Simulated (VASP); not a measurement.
Band structure of Rh (fcc). Calculation: PBE GGA with D3 dispersion (zero damping), VASP's PBE PAW potentials (set 64) (plane waves; VASP).

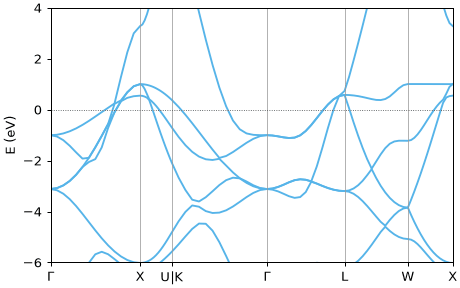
Fig. 1. Bands along high-symmetry lines, zero at the valence-band maximum or, without a gap, the Fermi level

Q: Read the plot: is there a gap, and where are the band edges?

A: It has no gap at this level: it comes out as a metal or semimetal. (Edges off the drawn lines would not show.)

The compound is Rh in the fcc structure. It was relaxed first.
